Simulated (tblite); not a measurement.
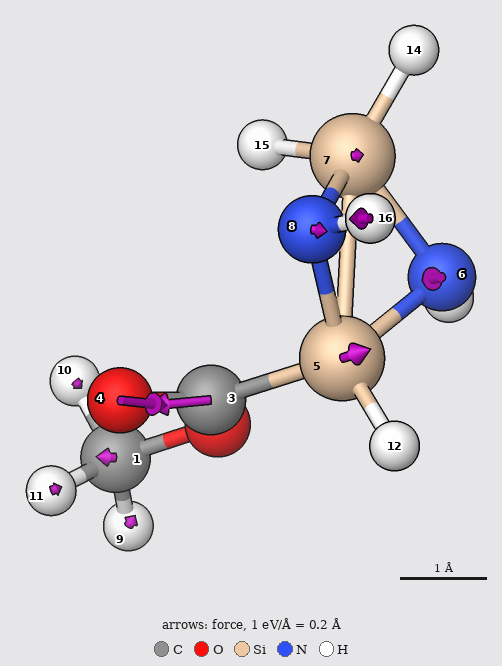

Starting geometry of C2H8N2O2Si2 with the computed forces as purple arrows. A ball-and-stick model, seen from a free direction.

All numbers below come from GFN2-xTB geometry optimisation, gas phase (tblite 0.8.0). 

What follows when this structure is relaxed?

It isn't relaxed: the largest force vector, on a C atom, is 3.91 eV/Å. The final displacements follow the starting forces only in part (cosine between the two patterns 0.34). The atom that moves furthest after the best rigid fit is an O atom (2.09 Å). Largest moves by element: O 2.09 Å, H 1.73 Å, N 0.58 Å, C 0.58 Å, Si 0.44 Å. Near-neighbour distances that change, for instance: Si–Si 2.452 → 2.600 Å, C–Si 1.846 → 1.909 Å, N–Si 1.796 → 1.736 Å, C–O 1.266 → 1.208 Å. Among the angles between lasting bonds that change: C–Si–Si 100.6° → 127.6°, Si–Si–H 146.3° → 119.3°, Si–Si–H 102.5° → 126.2°. Groups turn about C–Si by about 85°, C–O by about 75°. After 161 geometry steps the energy has fallen by 1.236 eV. The run took 2.4 s on 1 thread of Intel(R) Xeon(R) Processor, on a shared host.
